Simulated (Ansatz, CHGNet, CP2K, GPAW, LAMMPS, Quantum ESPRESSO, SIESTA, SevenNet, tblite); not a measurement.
# CP2K on glassy 40SiO2-28Al2O3-16Li2O-16SrO (mol %) (85 atoms): settings against a plane-wave reference, part 3 of 3

Wanted: CP2K inputs and outputs for glassy 40SiO2-28Al2O3-16Li2O-16SrO (mol %) (85 atoms), checked against a plane-wave reference.

Program: CP2K 2026.2; the method stands at each step. Banners, paths, timers and routine set-up lines are dropped from the logs unmarked, and long logs keep their key lines alone; longer cuts are marked.

So far. Step 5 (PBE, SZV-MOLOPT-SR, 600/50 Ry, diagonalisation): Against the first run (11 %), the force difference from the reference is 127 %, at 0.54 times the CPU time (on 1 against 4 cores), with 328 basis functions against 1053: the smaller basis costs accuracy. Step 6 (PBE+D3(BJ), DZVP-MOLOPT-SR, 600/50 Ry, diagonalisation): Against the first run (11 %), the force difference from the reference is 11 %, at 1.00 times the CPU time; the model has changed, so this is no error of the program alone.

## 7. PBE, DZVP-MOLOPT-SR, 300/50 Ry, diagonalisation

Method: Kohn-Sham DFT, PBE, GTH-PBE pseudopotentials, Gaussian and plane waves, DZVP-MOLOPT-SR-GTH, diagonalisation.

input.inp

```
&GLOBAL
  PROJECT cell
  RUN_TYPE ENERGY_FORCE
  PRINT_LEVEL LOW
&END GLOBAL
&FORCE_EVAL
  METHOD QS
  STRESS_TENSOR ANALYTICAL
  &DFT
    BASIS_SET_FILE_NAME BASIS_MOLOPT
    POTENTIAL_FILE_NAME GTH_POTENTIALS
    &MGRID
      CUTOFF 300
      REL_CUTOFF 50
    &END MGRID
    &QS
      EPS_DEFAULT 1.0E-12
    &END QS
    &SCF
      SCF_GUESS ATOMIC
      EPS_SCF 1.0E-06
      MAX_SCF 200
      ADDED_MOS 14
      &DIAGONALIZATION
        ALGORITHM STANDARD
      &END DIAGONALIZATION
      &SMEAR ON
        METHOD FERMI_DIRAC
        ELECTRONIC_TEMPERATURE [K] 580
      &END SMEAR
      &MIXING
        METHOD BROYDEN_MIXING
        ALPHA 0.3
        NBROYDEN 8
      &END MIXING
      &PRINT
        &RESTART OFF
        &END RESTART
      &END PRINT
    &END SCF
    &XC
      &XC_FUNCTIONAL PBE
      &END XC_FUNCTIONAL
    &END XC
    &PRINT
      &MULLIKEN ON
      &END MULLIKEN
      &LOWDIN ON
      &END LOWDIN
      &MO ON
        EIGENVALUES T
        OCCUPATION_NUMBERS T
        MO_INDEX_RANGE 209 232
        &EACH
          QS_SCF 0
        &END EACH
        ADD_LAST NUMERIC
      &END MO
    &END PRINT
  &END DFT
  &SUBSYS
    &CELL
      A 10.15170 0.00000 0.00000
      B 0.00000 10.15170 0.00000
      C 0.00000 0.00000 10.15170
    &END CELL
    &TOPOLOGY
      COORD_FILE_NAME structure.xyz
      COORD_FILE_FORMAT XYZ
    &END TOPOLOGY
    &KIND Si
      BASIS_SET DZVP-MOLOPT-SR-GTH-q4
      POTENTIAL GTH-PBE-q4
    &END KIND
    &KIND Al
      BASIS_SET DZVP-MOLOPT-SR-GTH-q3
      POTENTIAL GTH-PBE-q3
    &END KIND
    &KIND Li
      BASIS_SET DZVP-MOLOPT-SR-GTH-q3
      POTENTIAL GTH-PBE-q3
    &END KIND
    &KIND Sr
      BASIS_SET DZVP-MOLOPT-SR-GTH-q10
      POTENTIAL GTH-PBE-q10
    &END KIND
    &KIND O
      BASIS_SET DZVP-MOLOPT-SR-GTH-q6
      POTENTIAL GTH-PBE-q6
    &END KIND
  &END SUBSYS
  &PRINT
    &FORCES ON
    &END FORCES
    &STRESS_TENSOR ON
    &END STRESS_TENSOR
  &END PRINT
&END FORCE_EVAL
```

structure.xyz

```xyz
85

[... 85 atom lines left out: the same atoms as in the first run ...]
```

Started as:

```bash
OMP_NUM_THREADS=2 cp2k.psmp -i input.inp > output.txt
```

Numbers of over 12 decimals in the logs are rounded to 6 here.

The log of the run:

```text
CP2K| version string:                                       CP2K version 2026.2
 CP2K| Input file name                                                 input.inp
 GLOBAL| Basis set file name                                        BASIS_MOLOPT
 GLOBAL| Potential file name                                      GTH_POTENTIALS
 GLOBAL| Run type                                                   ENERGY_FORCE
 GLOBAL| Total number of message passing processes                             1
 GLOBAL| Number of threads for this process                                    2
[... lines left out ...]
                        Smear method:                                FERMI_DIRAC
[... lines left out ...]
 Number of electrons:                                                        440
[... lines left out ...]
  Step     Update method      Time    Convergence         Total energy    Change
[... lines left out ...]
  *** SCF run converged in    16 steps ***
[... lines left out ...]
  Fermi energy:                                                 0.202162
  Total energy:                                             -1041.637831
  Total energy (extrapolated to T->0):                      -1041.637831
[... lines left out ...]
 MO| E(Fermi):            0.202162 a.u.          5.501113 eV
[... lines left out ...]
      84     O        5          6.521707                             -0.521707
      85     O        5          6.663735                             -0.663735
 # Total charge                            440.000000                 -0.000000
 ENERGY| Total FORCE_EVAL ( QS ) energy [hartree]          -1041.637843
 FORCES| Atomic forces [hartree/bohr]
 FORCES|   Atom     x               y               z               |f|
 FORCES|      1  6.02416063E-03  2.25522272E-02  1.79748071E-02   2.94616217E-02
 FORCES|      2  1.47316738E-02  2.93524530E-04 -1.45647808E-02   2.07181372E-02
 FORCES|      3 -4.37673481E-04 -1.46001865E-02  4.19672990E-03   1.51976822E-02
[...]
FORCES|     84  1.95247823E-02 -1.82908333E-02 -2.27865454E-03   2.68507723E-02
 FORCES|     85  1.64546938E-02 -3.97083821E-02 -3.40855101E-02   5.48574020E-02
 FORCES| Sum     1.70921203E-02 -6.49660922E-04  1.75474234E-02
 FORCES| Total atomic force                                       2.45045854E-02
 STRESS| Analytical stress tensor [bar]
 STRESS|                        x                   y                   z
 STRESS|      x        3.84041876427E+04  -6.57064953390E+03  -2.58242300093E+02
 STRESS|      y       -6.57064953390E+03   4.98924151002E+04   9.80310640193E+03
 STRESS|      z       -2.58242300093E+02   9.80310640193E+03   4.70237984206E+04
 STRESS| 1/3 Trace                                             4.51068003878E+04
```

It took 99 s on 2 threads of Arm Neoverse V2, shared host; peak memory 1.2 GiB.

Against the reference:

- r.m.s. force component: 0.7524 eV/Å
- r.m.s. difference of force components: 123.5 meV/Å
- longest difference of force vectors: 444.1 meV/Å
- force difference over r.m.s. force: 16.29 %
- slope of forces against the reference's: 0.979
- correlation of force components: 0.9867
- gap (highest filled to lowest empty level): 3.582 eV
- gap difference: -0.0891 eV
- pressure: 4.511 GPa
- pressure difference: -0.1076 GPa
- energy less the same-level run's: -3.182 meV/atom
- r.m.s. force difference from the same-level run: 104 meV/Å

This is a coarse setting, run to see what it loses.

Against the first run (11 %), the force difference from the reference is 16 %, at 0.66 times the CPU time (on 2 against 4 cores): the grid matters here.

The forces add up to 1.3 eV/Å instead of zero, usually a sign of too coarse a grid.

## 8. The ladder

Differences are against the plane-wave reference, forces as r.m.s. over components; share is that over the reference's r.m.s. force, slope the least-squares factor from reference forces to these. Total energies of different programs have different zeros and aren't compared.

```
                                                                       run  Δ force, r.m.s. (meV/Å)  share (%)  slope  Δ pressure (GPa)  Δ gap (eV)  cores  CPU time  memory (GiB)
                                                                 reference                        -          -      -                 -           -      4   9.5 min           3.1
                      CP2K PBE, DZVP-MOLOPT-SR, 600/50 Ry, diagonalisation                     82.5       10.9  0.978            -0.288     -0.0876      4   4.8 min           3.9
         CP2K PBE, DZVP-MOLOPT-SR, 600/50 Ry, TRS4 filter 1e-07, SCF 1e-07                     79.8       10.5  0.980            -0.295           -      4   2.9 min           2.6
CP2K PBE, DZVP-MOLOPT-SR, 600/50 Ry, TRS4 filter 1e-03, SCF 1e-04 (coarse)                      206       27.1  0.923           -0.0364           -      4      99 s           2.6
              CP2K PBE, SZV-MOLOPT-SR, 600/50 Ry, diagonalisation (coarse)                      959        127  1.940              16.7       -1.44      1   2.6 min           2.4
               CP2K PBE+D3(BJ), DZVP-MOLOPT-SR, 600/50 Ry, diagonalisation                     83.5       11.0  0.978             -2.60     -0.0876      4   4.8 min             4
             CP2K PBE, DZVP-MOLOPT-SR, 300/50 Ry, diagonalisation (coarse)                      124       16.3  0.979            -0.108     -0.0891      2   3.2 min           1.2
```

Rows marked coarse were listed beforehand as settings not expected to be converged; some can still land near the reference.

CPU time is summed over cores on a shared host, where runs went side by side, so it is rough. Symmetry, cutoffs, thresholds, outputs and thread counts weren't matched or tuned between programs; memory under MPI is the largest rank's times the ranks.

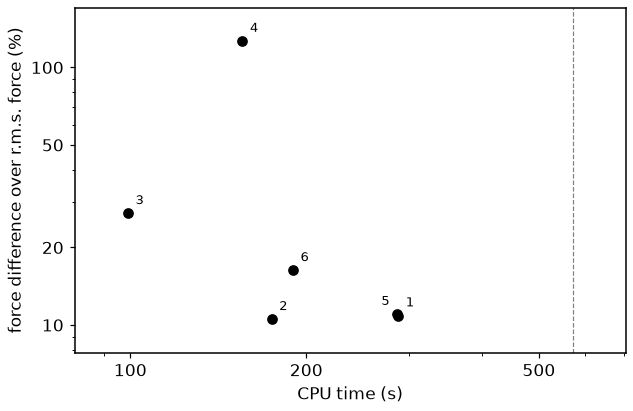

Force difference against CPU time; the dashed line marks the reference's time. Points: 1 CP2K PBE, DZVP-MOLOPT-SR, 600/50 Ry, diagonalisation; 2 CP2K PBE, DZVP-MOLOPT-SR, 600/50 Ry, TRS4 filter 1e-07, SCF 1e-07; 3 CP2K PBE, DZVP-MOLOPT-SR, 600/50 Ry, TRS4 filter 1e-03, SCF 1e-04; 4 CP2K PBE, SZV-MOLOPT-SR, 600/50 Ry, diagonalisation; 5 CP2K PBE+D3(BJ), DZVP-MOLOPT-SR, 600/50 Ry, diagonalisation; 6 CP2K PBE, DZVP-MOLOPT-SR, 300/50 Ry, diagonalisation.

Mean charges by element (e), by run and scheme:

```
                                                              run    scheme     Si     Al     Li     Sr      O
             CP2K PBE, DZVP-MOLOPT-SR, 600/50 Ry, diagonalisation  Mulliken  +0.67  +1.10  +0.68  +1.18  -0.66
CP2K PBE, DZVP-MOLOPT-SR, 600/50 Ry, TRS4 filter 1e-07, SCF 1e-07  Mulliken  +0.67  +1.10  +0.68  +1.18  -0.66
      CP2K PBE+D3(BJ), DZVP-MOLOPT-SR, 600/50 Ry, diagonalisation  Mulliken  +0.67  +1.10  +0.68  +1.18  -0.66
```

Within one program, basis, potentials and functional, energies share a zero. Each run against its twin at the usual cutoff or grid and solver:

```
                                                              run                                        twin  Δ energy (meV/atom)  Δ force, r.m.s. (meV/Å)         CPU time over the twin's
CP2K PBE, DZVP-MOLOPT-SR, 600/50 Ry, TRS4 filter 1e-07, SCF 1e-07  DZVP-MOLOPT-SR, 600/50 Ry, diagonalisation               0.0093                     7.00                             0.61
CP2K PBE, DZVP-MOLOPT-SR, 600/50 Ry, TRS4 filter 1e-03, SCF 1e-04  DZVP-MOLOPT-SR, 600/50 Ry, diagonalisation                 30.9                      152                             0.34
             CP2K PBE, DZVP-MOLOPT-SR, 300/50 Ry, diagonalisation  DZVP-MOLOPT-SR, 600/50 Ry, diagonalisation                -3.18                      104  0.66 (this twin ran on 4 cores)
```

Further runs of this program without a result: CP2K GFN1-xTB, diagonalisation (not converged); CP2K HSE06 with ADMM, PBE0 potentials, DZVP-UZH, 600/50 Ry, OT DIIS (cut off at its time limit).

## 9. Summary of results

* nearest in forces: a tie at 11 % of 3 runs: CP2K PBE, DZVP-MOLOPT-SR, 600/50 Ry, diagonalisation; CP2K PBE, DZVP-MOLOPT-SR, 600/50 Ry, TRS4 filter 1e-07, SCF 1e-07; CP2K PBE+D3(BJ), DZVP-MOLOPT-SR, 600/50 Ry, diagonalisation

What this shows: The PBE runs in local orbitals, coarse settings apart, differ by 11 % in each run; basis, grid and potentials can all enter. Rows with another functional or a dispersion term differ by 11 % (CP2K PBE+D3(BJ), DZVP-MOLOPT-SR, 600/50 Ry, diagonalisation), which mixes the change of model with differences of basis and potentials. Runs with settings chosen to be coarse differ by 16 % (CP2K PBE, DZVP-MOLOPT-SR, 300/50 Ry, diagonalisation) to 127 % (CP2K PBE, SZV-MOLOPT-SR, 600/50 Ry, diagonalisation), their programs' other errors included. Of the electronic-structure runs that take under half the reference's CPU time, CP2K PBE, DZVP-MOLOPT-SR, 600/50 Ry, TRS4 filter 1e-07, SCF 1e-07 comes nearest, at 11 % in 2.9 min against 9.5 min. At the same functional, gaps differ from the reference's 3.67 eV by between -1.44 and -0.09 eV. In pressure, CP2K PBE, SZV-MOLOPT-SR, 600/50 Ry, diagonalisation misses by +16.7 GPa, at the same functional. The mean charges agree among these rows within 0.01 e. With TRS4, tightening the sparsity filter from 1e-03 to 1e-07, and the SCF threshold with it, takes the force difference from the cubic solver from 152 to 7.0 meV/Å, and the CPU time from 0.34 to 0.61 times the cubic solver's. The reference's pressure holds the uncorrected Pulay stress of its 60 Ry basis, so small pressure differences, and their order, may be the reference's own error. The quench rate of 6 K/ps is many orders above laboratory rates, so the cell is likely richer in defects and strain than a real sample. The network of bonds at the start is that of the classical potential that made the cell, and needn't be the one that DFT or experiment would give. The reference's pressure of 4.6 GPa belongs to a cell and atoms that aren't relaxed at this level. The electronic-structure runs sample only Γ, in a cell whose shortest periodic width is 10 Å.

[Also dropped from logs without a mark: logging warnings of Python, and SIESTA's first energy breakdown and zero terms.]

[Logs are printed without paths, hosts, clocks, repeated set-up lines and the standing remarks that a program may print on its own settings, such as how far it seeks lower states.]

[Hosts, paths, dates, database ids (printed as entryN), source tags and the programs' standing remarks are cut or masked in the printed files.]
